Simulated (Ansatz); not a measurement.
**C2HGeO (SMILES O=C=[C]=[GeH]) (doublet): density, localisation and related maps**

Input

```
crystal:
  periodic: [false, false, false]
  atoms:
    - {symbol: C, position_ang: [-0.622449, 2.221976, -1.770317]}
    - {symbol: C, position_ang: [-0.815903, 1.509166, -0.700249]}
    - {symbol: Ge, position_ang: [-0.430514, 0.352806, 0.646751]}
    - {symbol: O, position_ang: [-0.504781, 2.884318, -2.730089]}
    - {symbol: H, position_ang: [-1.809794, 0.332486, 1.441336]}
basis:
  gaussian:
    orbitals: def2-TZVPD
magnetization:
  spin_polarized: true
  initial_magnetization: 1
hamiltonian:
  xc: pbe0
output: {forces: true, orbitals: {seedname: orbitals}}
```

Command:

```sh
ansatz run input.yaml --threads 1 --pin off --max-ram 2610MiB --events-out events.jsonl --progress --plain --runs-dir runs
```

Geometry: B3LYP-D3(BJ)/def2-SVP.

Theory: isolated molecule in a Gaussian basis; Kohn-Sham density functional theory, functional PBE0 (Ansatz 0.2.0).

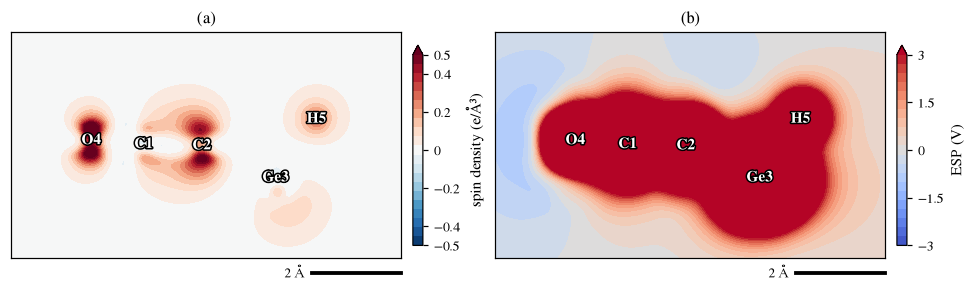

Figure 1. (a) spin density; (b) molecular electrostatic potential on the molecular plane.

**Interpret the plot.**

The plane passes through C, Ge, O and H nuclei.
The unpaired spin (1 electron) lies mostly on C2 (about 0.3), Ge3 (about 0.2), O4 (about 0.2), C1 (about 0.1) and H5 (about 0.1), in electrons by Hirshfeld's partition.
Outside the dense part of the molecule the potential is most negative (−0.9 V) near O4.

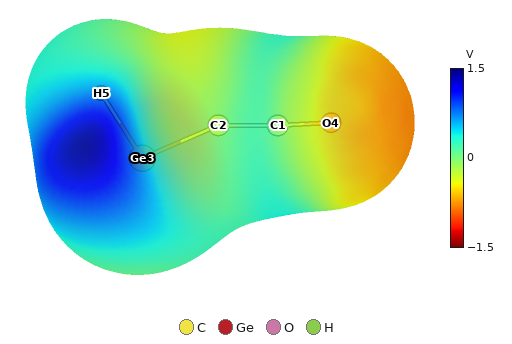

Figure 2. The molecular electrostatic potential painted on the density surface at 0.001 e/bohr³, seen at a tilt; red is negative and blue positive.

**Where is the surface potential most negative and most positive?**

The most negative region (about −0.8 V) lies over O4, the most positive (about +1.4 V) over Ge3.

**What dipole moment does the calculation give?**

Its dipole moment is 2.20 D.

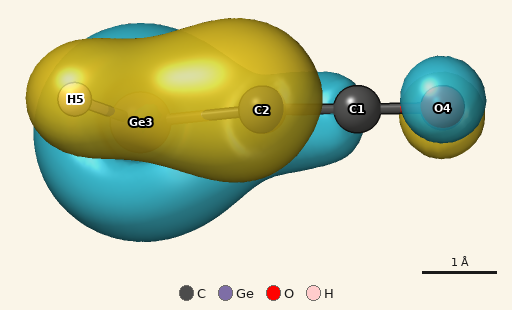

Figure 3. The HOMO−1 (β) at ±0.1 Å⁻³ᐟ² (yellow and cyan are the two phases), seen from one side.

**Where does this orbital lie, and at what energy?**

Its weight (Hirshfeld) is mainly on Ge3 (about 55 %), C2 (about 25 %), H5 (about 5 %) and O4 (about 5 %); it is symmetric in the molecular plane (an in-plane orbital: σ, lone-pair or in-plane π type). Its energy is −7.66 eV.
